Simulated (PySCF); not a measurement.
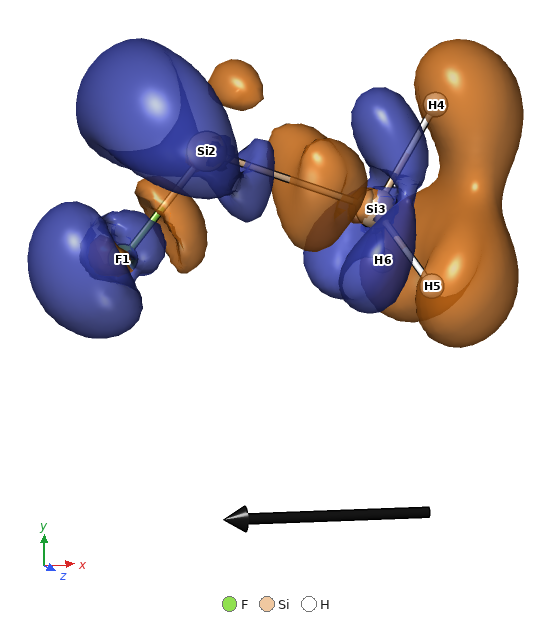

Figure. FH3Si2, triplet, SMILES `F[Si][SiH3]`. Change of the electron density in a uniform field of 0.10 V/Å along −x (arrow), surfaces at ±0.0008 e/Å³ (orange: gain, blue: loss).

PySCF calculation, PBE0/def2-SVPD, gas phase; geometry: GFN2-xTB. No frequency check shows the geometry to be a minimum. The stability of the open-shell solution wasn't checked. This spin state may not be the molecule's ground state. GFN2-xTB doesn't know the spin state, so this open-shell geometry is rough.

The calculation's input:

```python
import numpy as np
from pyscf import gto, scf, dft
from pyscf.scf import atom_ks, atom_hf
from scipy.linalg import block_diag

def solve(mol, dm0=None, hcore=None):
    mf = (dft.UKS if mol.spin else dft.RKS)(mol, xc='pbe0')
    mf.grids.level = 3
    mf = mf.density_fit(auxbasis='def2-universal-jkfit')
    mf.conv_tol, mf.max_cycle = 1e-8, 80
    if hcore is not None:
        mf.get_hcore = lambda *args: hcore
    mf.kernel(dm0)
    if not mf.converged:
        mf = mf.newton().run(mf.mo_coeff, mf.mo_occ, max_cycle=30)
    assert mf.converged, 'SCF not converged'
    return mf

mol = gto.M(atom='''
F     -1.76351    -0.65304     0.00005
Si    -0.70587     0.63069    -0.00003
Si     1.42427    -0.15263    -0.00001
H      2.17644     1.10235     0.00093
H      1.81872    -0.95940     1.16548
H      1.81878    -0.95835    -1.16624
''', basis='def2-svpd', charge=0, spin=2, verbose=4)
field = np.array([-0.002, -0.0, -0.0])  # atomic units
mol.set_common_orig(mol.atom_charges() @ mol.atom_coords() / mol.atom_charges().sum())
mf = solve(mol)
out = dict(dm0=mf.make_rdm1(), d0=mf.dip_moment(unit='AU'), e0=mf.e_tot)
for name, sign in (('p', 1), ('m', -1)):
    h = mf.get_hcore() + sign * np.einsum('x,xij->ij', field, mol.intor('int1e_r'))
    mi = solve(mol, mf.make_rdm1(), h)
    out.update({'dm' + name: mi.make_rdm1(), 'd' + name: mi.dip_moment(unit='AU'), 'e' + name: mi.e_tot})
# spherically averaged free atoms, for the promolecule
atm = atom_ks.get_atm_nrks(mol, xc='pbe0')
pro = block_diag(*[(atm[a[0]][2] * atm[a[0]][3]) @ atm[a[0]][2].T for a in mol._atom])
np.savez('result.npz', pro=pro, **out)
```

Command:

```sh
OMP_NUM_THREADS=1 python input.py
```

The run took 27 s on 1 thread of Arm Neoverse V1, on a shared host, peak memory 0.44 GiB.

Partitions, critical points and surface values were worked out afterwards from this run's density.

Q: What dipole is induced, and what polarisability does it imply?

A: The induced dipole is 0.39 D (along the field); α along this axis, from the fields in both directions, is 76 bohr³ (11.2 Å³).

Q: Which atoms gain and lose the most charge?

A: Electrons gather most on Si3 (Hirshfeld charge changes by −0.006 e) and leave Si2 most (+0.011 e); 0.027 electrons are displaced in all.
